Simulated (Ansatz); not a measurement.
# BrClFGaH2Si (SMILES F[SiH2][Ga]([Cl])[Br]): what the fields show

```xyz
7

Br    3.2024   -1.9013    1.0902
Cl    0.3033   -0.3510    2.9331
F    -2.1146   -2.3447    0.1841
Ga    0.9187   -1.6284    1.3038
Si   -0.5844   -2.7286   -0.2275
H    -0.3273   -2.2648   -1.6178
H    -0.4158   -4.2042   -0.1376
```

Geometry: B3LYP-D3(BJ)/def2-SVP.

Method: isolated molecule in a Gaussian basis; Kohn-Sham density functional theory, functional PBE0 in Ansatz 0.2.0.

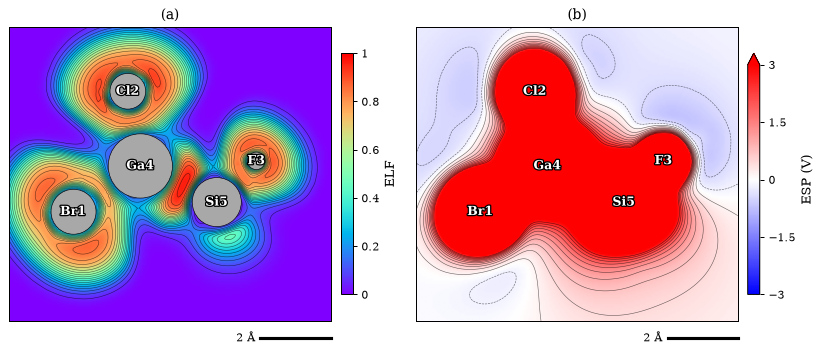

Figure 1. (a) electron localisation function; (b) electrostatic potential on the plane of atoms F3, Si5 and Ga4. Grey discs cover the atomic cores in the ELF map.

**Read the bonding off the picture.**

- The section cuts through Br, Cl, F, Ga and Si sites.
- Si–F (1.63 Å): the ELF peaks at about 0.85 in the valence shell of F, 0.7 Å from its nucleus, and is about 0.45 at the midpoint.
- Ga–Cl (2.16 Å): the ELF peaks at about 0.80 in the valence shell of Cl, 0.8 Å from its nucleus, and is about 0.60 at the midpoint.
- Ga–Br (2.31 Å): the ELF peaks at about 0.80 in the valence shell of Br, 1.1 Å from its nucleus, and is about 0.70 at the midpoint.
- Ga–Si (2.41 Å): the ELF peaks at about 0.95 between the atoms (localised, covalent bonding).
- The ELF also peaks beside Br1, F3 and Cl2, away from the bonds: lone-pair regions.
- Outside the dense part of the molecule the potential is most negative (−0.7 V) near F3.

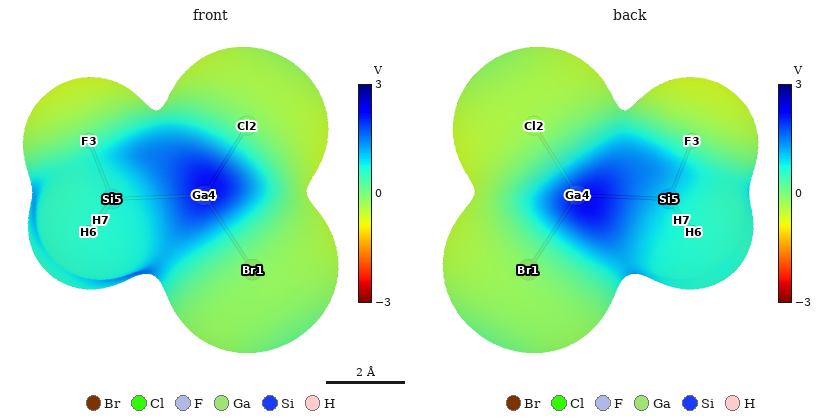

Figure 2. The electrostatic potential painted on the density surface at 0.001 e/bohr³, seen from the front and from behind; the colour scale runs from red (negative) to blue (positive).

**Which sites attract a positive test charge, and which a negative one?**

A positive charge is drawn to the negative regions and a negative charge to the positive ones. The most negative region (about −0.6 V) lies over F3, the most positive (about +2.2 V) over Ga4.

**How polar is the molecule by this calculation?**

Its dipole moment is 2.33 D.

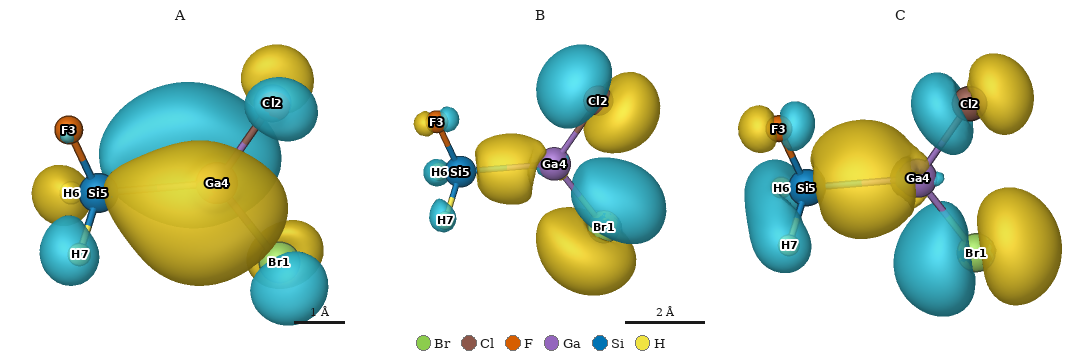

Figure 3. Three frontier orbitals at ±0.08 Å⁻³ᐟ² (yellow and cyan are the two phases), in no order.

**Which picture is the HOMO−1, the HOMO and the LUMO?**

B is the HOMO−1 (−8.76 eV). By Hirshfeld shares it lies mainly on Br1 (about 50 %), Cl2 (about 35 %) and Ga4 (about 10 %); largely a combination of lone pairs on Br1 and Cl2. C is the HOMO (−8.36 eV). By Hirshfeld shares it lies mainly on Br1 (about 45 %), Si5 (about 20 %), Ga4 (about 15 %) and Cl2 (about 10 %). A is the LUMO (−2.33 eV). Its weight (Hirshfeld) is mainly on Ga4 (about 60 %), Si5 (about 15 %), Br1 (about 10 %) and Cl2 (about 10 %).

**What is the HOMO–LUMO gap?**

6.03 eV between the orbital energies.

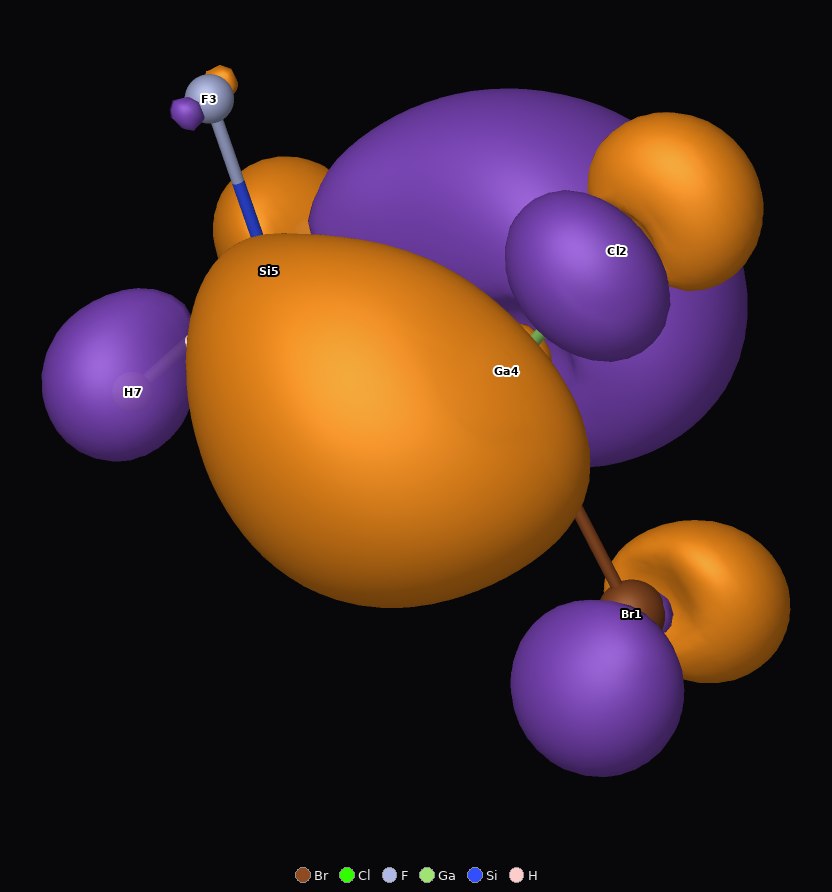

Figure 4. One frontier orbital at ±0.08 Å⁻³ᐟ² (orange and purple are the two phases), seen at an oblique angle.

**Which orbital is it: HOMO or LUMO?**

The LUMO, at −2.33 eV. By Hirshfeld shares it lies mainly on Ga4 (about 60 %), Si5 (about 15 %), Br1 (about 10 %) and Cl2 (about 10 %).
